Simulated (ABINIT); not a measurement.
# Li3TeBr (Pm-3m): modes at Γ and the response to a field

Which modes does Li3TeBr (Pm-3m) have at the zone centre?

Calculated with ABINIT 10.8.3; DFT PBEsol, scalar-relativistic, plane waves, PseudoDojo norm-conserving pseudopotentials.

The structure was built from a prototype and need not be the compound's stable phase.

## Step 1: The structure

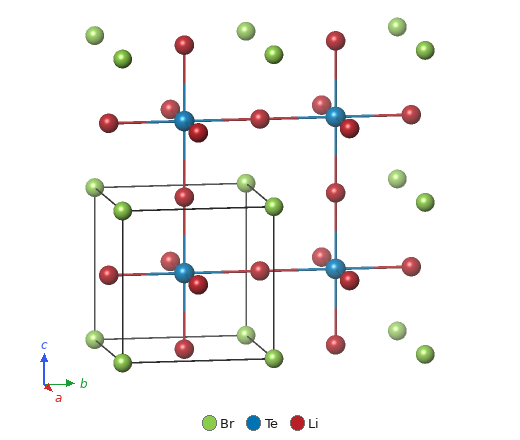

The starting structure, seen slightly off an axis (bromine green, tellurium blue, lithium red). 1×2×2 cells are drawn. Some periodic images of atoms are drawn too.

Coordinates:

```cif
data_structure
_symmetry_space_group_name_H-M 'P 1'
_symmetry_Int_Tables_number 1
_cell_length_a 5.6430
_cell_length_b 5.6430
_cell_length_c 5.6430
_cell_angle_alpha 90.000
_cell_angle_beta 90.000
_cell_angle_gamma 90.000
_cell_volume 179.69
loop_
_atom_site_label
_atom_site_type_symbol
_atom_site_fract_x
_atom_site_fract_y
_atom_site_fract_z
_atom_site_occupancy
Br1 Br 0.00000 0.00000 0.00000 1
Te2 Te 0.50000 0.50000 0.50000 1
Li3 Li 0.50000 0.50000 0.00000 1
Li4 Li 0.50000 0.00000 0.50000 1
Li5 Li 0.00000 0.50000 0.50000 1
```

## Step 2: A probe with smearing

A first run with smearing and empty bands tells whether the crystal has a gap, which decides between fixed occupations and smearing later on.

Input file probe.abi:

```
# ground state
tolvrs 1.0d-08
prtden 1
prtwf 1

# basis, mesh and filling
ecut 34.0
ngkpt 4 4 4
nshiftk 1
shiftk 0.0 0.0 0.0
istwfk *1
occopt 7
tsmear 0.005
nband 24
nstep 100
diemac 9.0
prtebands 0
prtgsr 0
useylm 1

# cell and atoms
acell 10.66372452 10.66372452 10.66372452
rprim 
    1.0 0.0 0.0
    0.0 1.0 0.0
    0.0 0.0 1.0
ntypat 3
znucl 35 52 3
natom 5
typat 1 2 3 3 3
xred 
    0.0 0.0 0.0
    0.5 0.5 0.5
    0.5 0.5 0.0
    0.5 0.0 0.5
    0.0 0.5 0.5
pp_dirpath "./pseudo"
pseudos "Br.upf, Te.upf, Li.upf"
```

Command:

```bash
OMP_NUM_THREADS=1 mpirun -n 4 abinit probe.abi > probe.log
```

Numbers of over 12 decimals in the logs are rounded to 6 here.

probe.abo, the main output file:

```text
[banners, grids, parts of the stress and lines that vanish by symmetry left out]
- input  file    -> probe.abi
- output file    -> probe.abo
- root for input  files -> probei
[...]
Symmetries : space group Pm -3 m (#221); Bravais cP (primitive cubic)
[...]
mpw =       11536          nfft =      216000          nkpt =          10
[...]
== DATASET  1 ==================================================================
[...]
cutoff_energies: {ecut:  34.0, pawecutdg:  -1.0, }
[...]
ETOT  1  -141.58830520484    -1.416E+02 1.111E+00 1.860E+02
 ETOT  2  -142.01196377081    -4.237E-01 2.715E-03 3.603E+01
 ETOT  3  -142.01592984047    -3.966E-03 9.613E-04 1.997E+00
 ETOT  4  -142.01608537056    -1.555E-04 5.171E-04 4.445E-02
 ETOT  5  -142.01608619175    -8.212E-07 5.381E-04 8.452E-03
[...]
ETOT  9  -142.01608641348    -2.473E-11 6.072E-05 4.475E-08
 ETOT 10  -142.01608641348    -5.258E-12 2.382E-05 1.506E-09
 At SCF step   10       vres2   =  1.51E-09 < tolvrs=  1.00E-08 =>converged.
[...]
sigma(1 1)=  1.06536007E-04  sigma(3 2)=  0.00000000E+00
  sigma(2 2)=  1.06536007E-04  sigma(3 1)=  0.00000000E+00
  sigma(3 3)=  1.06536007E-04  sigma(2 1)=  0.00000000E+00
[...]
convergence: {deltae: -5.258E-12, res2:  1.506E-09, residm:  2.382E-05, diffor: null, }
etotal    :  -1.42016086E+02
[...]
sigma(1 1)=  1.06536007E-04  sigma(3 2)=  0.00000000E+00
  sigma(2 2)=  1.06536007E-04  sigma(3 1)=  0.00000000E+00
  sigma(3 3)=  1.06536007E-04  sigma(2 1)=  0.00000000E+00
[...]
- sigma(1 1)=  3.13439755E+00  sigma(3 2)=  0.00000000E+00
- sigma(2 2)=  3.13439755E+00  sigma(3 1)=  0.00000000E+00
- sigma(3 3)=  3.13439755E+00  sigma(2 1)=  0.00000000E+00
[...]
fcart     -0.0000000000E+00 -0.0000000000E+00 -0.0000000000E+00
           strten      1.0653600723E-04  1.0653600723E-04  1.0653600723E-04
================================================================================

[key lines of the parts left out:]
pressure_GPa:  -3.1344E+00
```

It took 36 s on 4 MPI ranks of Arm Neoverse V1, shared host.

Numbers from this step:

| Property | Result |
| --- | --- |
| volume per atom | 35.94 Å³ |
| pressure | -3.134 GPa |
| gap on the k-mesh | 2.630 eV |

A gap of 2.6 eV opens on this mesh, so the crystal is taken as an insulator; the printed pressure holds the stress of the finite basis too.

## Step 3: Rough relaxation

The typed start is rough, so a first relaxation with smearing and loose thresholds takes it towards rest cheaply.

Input file prerelax.abi:

```
# relaxation
ionmov 2
optcell 2
dilatmx 1.15
chkdilatmx 0
ntime 40
tolmxf 3.0d-04
tolvrs 1.0d-10
prtwf 0
prtden 0
chksymtnons 0

# basis, mesh and filling
ecut 34.0
ecutsm 3.0
ngkpt 4 4 4
nshiftk 1
shiftk 0.0 0.0 0.0
istwfk *1
occopt 7
tsmear 0.005
nband 24
nstep 100
diemac 9.0
prtebands 0
prtgsr 0
useylm 1

# cell and atoms
acell 10.66372452 10.66372452 10.66372452
rprim 
    1.0 0.0 0.0
    0.0 1.0 0.0
    0.0 0.0 1.0
ntypat 3
znucl 35 52 3
natom 5
typat 1 2 3 3 3
xred 
    0.0 0.0 0.0
    0.5 0.5 0.5
    0.5 0.5 0.0
    0.5 0.0 0.5
    0.0 0.5 0.5
pp_dirpath "./pseudo"
pseudos "Br.upf, Te.upf, Li.upf"
```

Command:

```bash
OMP_NUM_THREADS=1 mpirun -n 4 abinit prerelax.abi > prerelax.log
```

prerelax.abo, the main output file:

```text
[banners, grids, parts of the stress and lines that vanish by symmetry left out]
- input  file    -> prerelax.abi
- output file    -> prerelax.abo
- root for input  files -> prerelaxi
[...]
Symmetries : space group Pm -3 m (#221); Bravais cP (primitive cubic)
[...]
mpw =       17592          nfft =      373248          nkpt =          10
[...]
== DATASET  1 ==================================================================
[...]
cutoff_energies: {ecut:  34.0, pawecutdg:  -1.0, }
[...]
ETOT  1  -141.50141806676    -1.415E+02 8.132E-01 3.070E+02
 ETOT  2  -142.00996703705    -5.085E-01 3.961E-03 8.651E+01
 ETOT  3  -142.01510158479    -5.135E-03 3.128E-04 3.559E+00
 ETOT  4  -142.01524504439    -1.435E-04 3.300E-04 1.627E-01
 ETOT  5  -142.01524761723    -2.573E-06 1.892E-04 1.946E-02
[...]
At SCF step   12       vres2   =  1.37E-11 < tolvrs=  1.00E-10 =>converged.
[...]
ETOT 10  -142.03336636785     1.756E-11 4.503E-13 2.220E-11
 At SCF step   10       vres2   =  2.22E-11 < tolvrs=  1.00E-10 =>converged.
[...]
sigma(1 1)= -1.88851236E-07  sigma(3 2)=  0.00000000E+00
  sigma(2 2)= -1.88851236E-07  sigma(3 1)=  0.00000000E+00
  sigma(3 3)= -1.88851236E-07  sigma(2 1)=  0.00000000E+00
[...]
convergence: {deltae:  1.756E-11, res2:  2.220E-11, residm:  4.503E-13, diffor: null, }
etotal    :  -1.42033366E+02
[...]
At Broyd/MD step   6, gradients are converged :
[...]
sigma(1 1)= -1.88851236E-07  sigma(3 2)=  0.00000000E+00
  sigma(2 2)= -1.88851236E-07  sigma(3 1)=  0.00000000E+00
  sigma(3 3)= -1.88851236E-07  sigma(2 1)=  0.00000000E+00
[...]
- sigma(1 1)= -5.55619518E-03  sigma(3 2)=  0.00000000E+00
- sigma(2 2)= -5.55619518E-03  sigma(3 1)=  0.00000000E+00
- sigma(3 3)= -5.55619518E-03  sigma(2 1)=  0.00000000E+00
[...]
fcart     -0.0000000000E+00 -0.0000000000E+00 -0.0000000000E+00
           strten     -1.8885123550E-07 -1.8885123550E-07 -1.8885123550E-07
================================================================================

[key lines of the parts left out:]
pressure_GPa:   5.5562E-03
Total energy (etotal) [Ha]= -1.42033366367851E+02
```

Run time: 6.3 min. Hardware: 4 MPI ranks; 25 min of CPU time.

Step by step:

```tsv
step	energy less that of the first step (eV)	largest force (eV/Å)	volume (Å³)
1	0.0000	0.0000	179.69
2	-0.0297	0.0000	178.07
3	-0.3616	0.0000	121.32
4	-0.4800	0.0000	142.80
5	-0.4928	0.0000	137.88
6	-0.4930	0.0000	137.06
```

```tsv
conventional cell, symmetrised	before	after	change
a (Å)	5.643	5.156	-8.6 %
b (Å)	5.643	5.156	-8.6 %
c (Å)	5.643	5.156	-8.6 %
volume (Å³/atom)	35.94	27.41	-23.7 %
```

Final coordinates:

```cif
data_structure
_symmetry_space_group_name_H-M 'P 1'
_symmetry_Int_Tables_number 1
_cell_length_a 5.1559
_cell_length_b 5.1559
_cell_length_c 5.1559
_cell_angle_alpha 90.000
_cell_angle_beta 90.000
_cell_angle_gamma 90.000
_cell_volume 137.06
loop_
_atom_site_label
_atom_site_type_symbol
_atom_site_fract_x
_atom_site_fract_y
_atom_site_fract_z
_atom_site_occupancy
Br1 Br 0.00000 0.00000 0.00000 1
Te2 Te 0.50000 0.50000 0.50000 1
Li3 Li 0.50000 0.50000 0.00000 1
Li4 Li 0.50000 0.00000 0.50000 1
Li5 Li 0.00000 0.50000 0.50000 1
```

Read from the output:

```yaml
volume_per_atom: 27.41 Å³
pressure: 0.005556 GPa
gap_on_the_k_mesh: 3.101 eV
```

The volume changes by -23.7 % in this run and stands -23.7 % from the first cell.

## Step 4: Rough relaxation

The cell changed much, so the rough relaxation is repeated on a basis made for the new cell.

prerelax.abi: that of step 3 with these lines changed.

```diff
@@ -29,3 +29,3 @@
 # cell and atoms
-acell 10.66372452 10.66372452 10.66372452
+acell 9.74326881 9.74326881 9.74326881
 rprim
```

prerelax.abo, the main output file:

```text
[banners, grids, parts of the stress and lines that vanish by symmetry left out]
- input  file    -> prerelax.abi
- output file    -> prerelax.abo
- root for input  files -> prerelaxi
[...]
Symmetries : space group Pm -3 m (#221); Bravais cP (primitive cubic)
[...]
mpw =       13361          nfft =      216000          nkpt =          10
[...]
== DATASET  1 ==================================================================
[...]
cutoff_energies: {ecut:  34.0, pawecutdg:  -1.0, }
[...]
ETOT  1  -141.81786553256    -1.418E+02 6.014E-01 1.685E+02
 ETOT  2  -142.03130813986    -2.134E-01 5.938E-03 2.376E+01
 ETOT  3  -142.03331220039    -2.004E-03 1.156E-03 4.551E-01
 ETOT  4  -142.03336206983    -4.987E-05 6.083E-04 9.322E-02
 ETOT  5  -142.03336616285    -4.093E-06 4.705E-04 1.766E-03
[...]
ETOT 10  -142.03336624142    -2.257E-11 9.170E-06 2.434E-10
 ETOT 11  -142.03336624141     9.067E-12 5.268E-06 1.019E-11
 At SCF step   11       vres2   =  1.02E-11 < tolvrs=  1.00E-10 =>converged.
[...]
sigma(1 1)= -1.88924527E-07  sigma(3 2)=  0.00000000E+00
  sigma(2 2)= -1.88924527E-07  sigma(3 1)=  0.00000000E+00
  sigma(3 3)= -1.88924527E-07  sigma(2 1)=  0.00000000E+00
[...]
convergence: {deltae:  9.067E-12, res2:  1.019E-11, residm:  5.268E-06, diffor: null, }
etotal    :  -1.42033366E+02
[...]
At Broyd/MD step   1, gradients are converged :
[...]
sigma(1 1)= -1.88924527E-07  sigma(3 2)=  0.00000000E+00
  sigma(2 2)= -1.88924527E-07  sigma(3 1)=  0.00000000E+00
  sigma(3 3)= -1.88924527E-07  sigma(2 1)=  0.00000000E+00
[...]
- sigma(1 1)= -5.55835148E-03  sigma(3 2)=  0.00000000E+00
- sigma(2 2)= -5.55835148E-03  sigma(3 1)=  0.00000000E+00
- sigma(3 3)= -5.55835148E-03  sigma(2 1)=  0.00000000E+00
[...]
fcart     -0.0000000000E+00 -0.0000000000E+00 -0.0000000000E+00
           strten     -1.8892452670E-07 -1.8892452670E-07 -1.8892452670E-07
================================================================================

[key lines of the parts left out:]
pressure_GPa:   5.5584E-03
Total energy (etotal) [Ha]= -1.42033366241406E+02
```

Wall time 43 s (4 MPI ranks).

Little changed from the start: no atom moved by 0.005 Å and no cell edge by 0.1 %.

Numbers from this step:

```yaml
pressure: 0.005558 GPa
```

The volume changes by +0.0 % in this run and stands -23.7 % from the first cell.

## Step 5: Relaxing the cell and atoms

The harmonic expansion needs vanishing forces, and a free crystal bears no stress, so cell and atoms are brought to rest. Stress is more sensitive to the basis than forces are: the last 3 Ha under the cutoff are smoothed with ecutsm, and the cutoff is raised above that of the later runs.

relax.abi, as its differences from prerelax.abi of step 4:

```diff
@@ -3,7 +3,6 @@
 optcell 2
-dilatmx 1.15
-chkdilatmx 0
+dilatmx 1.08
 ntime 40
-tolmxf 3.0d-04
-tolvrs 1.0d-10
+tolmxf 1.0d-05
+tolvrs 1.0d-14
 prtwf 0
@@ -13,3 +12,3 @@
 # basis, mesh and filling
-ecut 34.0
+ecut 42.0
 ecutsm 3.0
@@ -19,5 +18,4 @@
 istwfk *1
-occopt 7
-tsmear 0.005
-nband 24
+occopt 1
+nband 16
 nstep 100
```

Command:

```bash
OMP_NUM_THREADS=1 mpirun -n 4 abinit relax.abi > relax.log
```

relax.abo, the main output file:

```text
[banners, grids, parts of the stress and lines that vanish by symmetry left out]
- input  file    -> relax.abi
- output file    -> relax.abo
- root for input  files -> relaxi
[...]
Symmetries : space group Pm -3 m (#221); Bravais cP (primitive cubic)
[...]
mpw =       15203          nfft =      262144          nkpt =          10
[...]
== DATASET  1 ==================================================================
[...]
cutoff_energies: {ecut:  42.0, pawecutdg:  -1.0, }
[...]
ETOT  1  -140.27656687900    -1.403E+02 1.289E+00 5.288E+02
 ETOT  2  -141.99006128050    -1.713E+00 6.188E-04 5.409E+02
 ETOT  3  -142.02416127001    -3.410E-02 8.675E-05 1.405E+02
 ETOT  4  -142.03403277563    -9.872E-03 6.707E-05 8.161E+00
 ETOT  5  -142.03452534585    -4.926E-04 4.772E-06 7.277E-01
[...]
At SCF step   14       vres2   =  1.68E-15 < tolvrs=  1.00E-14 =>converged.
[...]
sigma(1 1)= -1.58968876E-07  sigma(3 2)=  0.00000000E+00
  sigma(2 2)= -1.58968876E-07  sigma(3 1)=  0.00000000E+00
  sigma(3 3)= -1.58968876E-07  sigma(2 1)=  0.00000000E+00
[...]
convergence: {deltae:  5.599E-12, res2:  1.683E-15, residm:  1.727E-19, diffor: null, }
etotal    :  -1.42034570E+02
[...]
ETOT  1  -142.03457035616    -1.420E+02 3.868E-14 2.131E-04
[...]
At SCF step    9       vres2   =  8.67E-16 < tolvrs=  1.00E-14 =>converged.
[...]
sigma(1 1)= -1.49770869E-07  sigma(3 2)=  0.00000000E+00
  sigma(2 2)= -1.49770869E-07  sigma(3 1)=  0.00000000E+00
  sigma(3 3)= -1.49770869E-07  sigma(2 1)=  0.00000000E+00
[...]
convergence: {deltae:  1.194E-11, res2:  8.672E-16, residm:  3.556E-21, diffor: null, }
etotal    :  -1.42034570E+02
[...]
ETOT  1  -142.03456749899    -1.420E+02 8.083E-12 5.658E-02
[...]
ETOT 10  -142.03457038342    -2.507E-11 1.741E-19 1.862E-14
 ETOT 11  -142.03457038342    -3.553E-12 2.537E-20 1.302E-16
 At SCF step   11       vres2   =  1.30E-16 < tolvrs=  1.00E-14 =>converged.
[...]
sigma(1 1)= -6.92205390E-11  sigma(3 2)=  0.00000000E+00
  sigma(2 2)= -6.92205399E-11  sigma(3 1)=  0.00000000E+00
  sigma(3 3)= -6.92205334E-11  sigma(2 1)=  0.00000000E+00
[...]
convergence: {deltae: -3.553E-12, res2:  1.302E-16, residm:  2.537E-20, diffor: null, }
etotal    :  -1.42034570E+02
[...]
At Broyd/MD step   3, gradients are converged :
[...]
sigma(1 1)= -6.92205390E-11  sigma(3 2)=  0.00000000E+00
  sigma(2 2)= -6.92205399E-11  sigma(3 1)=  0.00000000E+00
  sigma(3 3)= -6.92205334E-11  sigma(2 1)=  0.00000000E+00
[...]
- sigma(1 1)= -2.03653857E-06  sigma(3 2)=  0.00000000E+00
- sigma(2 2)= -2.03653859E-06  sigma(3 1)=  0.00000000E+00
- sigma(3 3)= -2.03653840E-06  sigma(2 1)=  0.00000000E+00
[...]
fcart     -0.0000000000E+00 -0.0000000000E+00 -0.0000000000E+00
           strten     -6.9220539023E-11 -6.9220539890E-11 -6.9220533385E-11
================================================================================

[key lines of the parts left out:]
pressure_GPa:   2.0365E-06
Total energy (etotal) [Ha]= -1.42034570383422E+02
```

Run time: 83 s. Hardware: 4 MPI ranks; 5.5 min of CPU time.

Little changed from the start: no atom moved by 0.005 Å and no cell edge by 0.1 %.

Numbers from this step:

| Property | Result |
| --- | --- |
| volume per atom | 27.42 Å³ |
| pressure | 2.04e-6 GPa |

The volume changes by +0.0 % in this run and stands -23.7 % from the first cell.

## Step 6: Self-consistent run for the response

The response is built on these wavefunctions, so the potential is converged far more tightly than an energy would need. The mesh is shifted off Γ, since shifted meshes converge sums over the zone faster.

Input file gs.abi:

```
# ground state
tolvrs 1.0d-16
prtden 1
prtwf 1

# basis, mesh and filling
ecut 34.0
ngkpt 4 4 4
nshiftk 1
shiftk 0.5 0.5 0.5
istwfk *1
occopt 1
nband 16
nstep 100
diemac 9.0
prtebands 0
prtgsr 0
useylm 1

# cell and atoms
acell 9.744072073 9.744072073 9.744072073
rprim 
    1.0 0.0 0.0
    0.0 1.0 0.0
    0.0 0.0 1.0
ntypat 3
znucl 35 52 3
natom 5
typat 1 2 3 3 3
xred 
    0.0 0.0 0.0
    0.5 0.5 0.5
    0.5 0.5 0.0
    0.5 0.0 0.5
    0.0 0.5 0.5
pp_dirpath "./pseudo"
pseudos "Br.upf, Te.upf, Li.upf"
```

Command:

```bash
OMP_NUM_THREADS=1 mpirun -n 4 abinit gs.abi > gs.log
```

gs.abo, the main output file:

```text
[banners, grids, parts of the stress and lines that vanish by symmetry left out]
- input  file    -> gs.abi
- output file    -> gs.abo
- root for input  files -> gsi
[...]
Symmetries : space group Pm -3 m (#221); Bravais cP (primitive cubic)
[...]
mpw =        8765          nfft =      157464          nkpt =           4
[...]
== DATASET  1 ==================================================================
[...]
cutoff_energies: {ecut:  34.0, pawecutdg:  -1.0, }
[...]
ETOT  1  -140.30794984966    -1.403E+02 1.426E+00 6.457E+01
 ETOT  2  -141.99384476489    -1.686E+00 6.582E-04 3.131E+02
 ETOT  3  -142.01842510315    -2.458E-02 7.679E-06 1.273E+02
 ETOT  4  -142.03414917730    -1.572E-02 3.211E-05 4.340E-01
 ETOT  5  -142.03421486258    -6.569E-05 2.688E-07 5.547E-02
[...]
ETOT 14  -142.03422115837     1.162E-11 8.598E-20 6.856E-16
 ETOT 15  -142.03422115838    -9.464E-12 3.348E-22 8.156E-17
 At SCF step   15       vres2   =  8.16E-17 < tolvrs=  1.00E-16 =>converged.
[...]
sigma(1 1)=  7.81351546E-06  sigma(3 2)=  0.00000000E+00
  sigma(2 2)=  7.81351546E-06  sigma(3 1)=  0.00000000E+00
  sigma(3 3)=  7.81351546E-06  sigma(2 1)=  0.00000000E+00
[...]
convergence: {deltae: -9.464E-12, res2:  8.156E-17, residm:  3.348E-22, diffor: null, }
etotal    :  -1.42034221E+02
[...]
sigma(1 1)=  7.81351546E-06  sigma(3 2)=  0.00000000E+00
  sigma(2 2)=  7.81351546E-06  sigma(3 1)=  0.00000000E+00
  sigma(3 3)=  7.81351546E-06  sigma(2 1)=  0.00000000E+00
[...]
- sigma(1 1)=  2.29881561E-01  sigma(3 2)=  0.00000000E+00
- sigma(2 2)=  2.29881561E-01  sigma(3 1)=  0.00000000E+00
- sigma(3 3)=  2.29881561E-01  sigma(2 1)=  0.00000000E+00
[...]
fcart     -0.0000000000E+00 -0.0000000000E+00 -0.0000000000E+00
           strten      7.8135154550E-06  7.8135154550E-06  7.8135154550E-06
================================================================================

[key lines of the parts left out:]
pressure_GPa:  -2.2988E-01
```

Elapsed: 12 s, on 4 MPI ranks; 48 s of CPU time.

Read from the output:

```
pressure : -0.2299 GPa
```

The cell stands at -0.23 GPa: the relaxation ran with a smoothed and higher cutoff and on another k mesh.

## Step 7: Empty bands

Empty bands on the ground state's density check that the gap assumed so far is there in this cell.

Input file gap.abi:

```
# empty bands on the ground state's density
iscf -2
getden_filepath "gso_DEN"
tolwfr 1.0d-12
nbdbuf 2
prtwf 0

# basis, mesh and filling
ecut 34.0
ngkpt 4 4 4
nshiftk 1
shiftk 0.0 0.0 0.0
istwfk *1
occopt 1
nband 20
nstep 100
diemac 9.0
prtebands 0
prtgsr 0
useylm 1

# cell and atoms
acell 9.744072073 9.744072073 9.744072073
rprim 
    1.0 0.0 0.0
    0.0 1.0 0.0
    0.0 0.0 1.0
ntypat 3
znucl 35 52 3
natom 5
typat 1 2 3 3 3
xred 
    0.0 0.0 0.0
    0.5 0.5 0.5
    0.5 0.5 0.0
    0.5 0.0 0.5
    0.0 0.5 0.5
pp_dirpath "./pseudo"
pseudos "Br.upf, Te.upf, Li.upf"
```

Command:

```bash
OMP_NUM_THREADS=1 mpirun -n 4 abinit gap.abi > gap.log
```

gap.abo, the main output file:

```text
[banners, grids, parts of the stress and lines that vanish by symmetry left out]
- input  file    -> gap.abi
- output file    -> gap.abo
- root for input  files -> gapi
[...]
Symmetries : space group Pm -3 m (#221); Bravais cP (primitive cubic)
[...]
mpw =        8836          nfft =      157464          nkpt =          10
[...]
== DATASET  1 ==================================================================
[...]
cutoff_energies: {ecut:  34.0, pawecutdg:  -1.0, }
[...]
-outvars: echo values of variables after computation
            acell      9.7440720730E+00  9.7440720730E+00  9.7440720730E+00 Bohr
================================================================================
```

Wall time 15 s (4 MPI ranks).

Numbers from this step:

```yaml
gap_on_the_k_mesh: 3.100 eV
```

In this cell the gap on the mesh is 3.1 eV, indirect (smallest direct 3.2 eV), so fixed occupations hold.

(Continued in part 2 of 3.)

[Host names and launcher messages were left out of these logs when they were recorded.]

[Logs are printed without paths, hosts, clocks, repeated set-up lines and the standing remarks that a program may print on its own settings, such as how far it seeks lower states.]

[Hosts, paths, dates, database ids (printed as entryN), source tags and the programs' standing remarks are cut or masked in the printed files.]
